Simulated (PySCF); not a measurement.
C4H12Si, SMILES `C[Si](C)(C)C`.

PySCF calculation, B3LYP/6-311G**, gas phase; geometry: GFN2-xTB. No frequency check shows the geometry to be a minimum. A basis without diffuse functions makes polarisabilities too small.

Geometry (Å), atoms numbered from 1:

```
C1      -1.3548   -0.0683    1.3427
Si2      0.0004   -0.0002   -0.0000
C3       0.1648   -1.7117   -0.8294
C4       1.6643    0.4818    0.8024
C5      -0.4725    1.2996   -1.3162
H6      -2.3151   -0.3523    0.9214
H7      -1.1221   -0.8108    2.1017
H8      -1.4825    0.8936    1.8268
H9      -0.7654   -2.0121   -1.3040
H10      0.4214   -2.4793   -0.1047
H11      0.9365   -1.7111   -1.5912
H12      2.4626    0.5182    0.0663
H13      1.9597   -0.2301    1.5631
H14      1.6100    1.4570    1.2733
H15     -0.5857    2.2859   -0.8757
H16     -1.4239    1.0612   -1.7835
H17      0.2880    1.3732   -2.0899
```

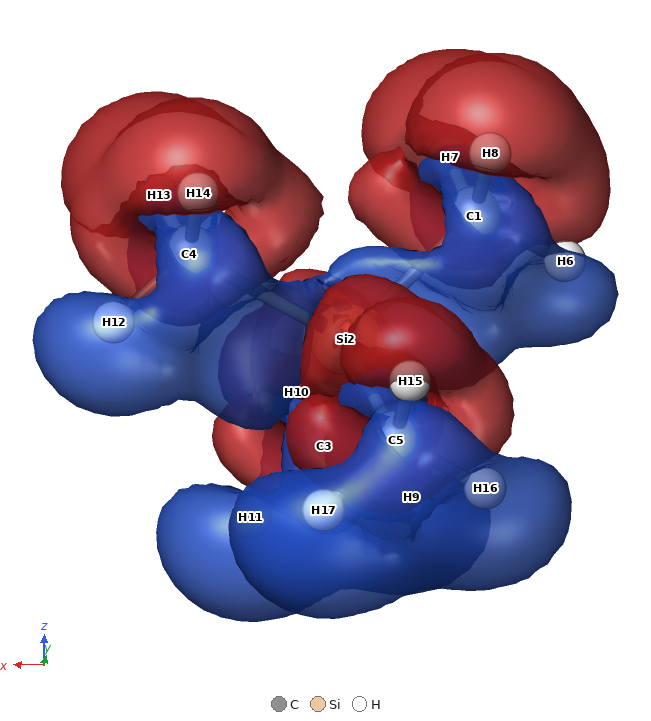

Change of the electron density in a uniform field of 0.26 V/Å, surfaces at ±0.001 e/Å³ (blue: gain, red: loss).

### Along which Cartesian direction does the field point?

Along +z: electrons gather on the −z side, against the field.

### What dipole is induced, and what polarisability does it imply?

The induced dipole is 0.90 D (along the field); α along this axis, from the fields in both directions, is 70 bohr³ (10.4 Å³).

### Which atoms gain and lose the most charge?

Electrons gather most on H17 (Hirshfeld charge changes by −0.009 e) and leave H7 most (+0.009 e); 0.089 electrons are displaced in all.
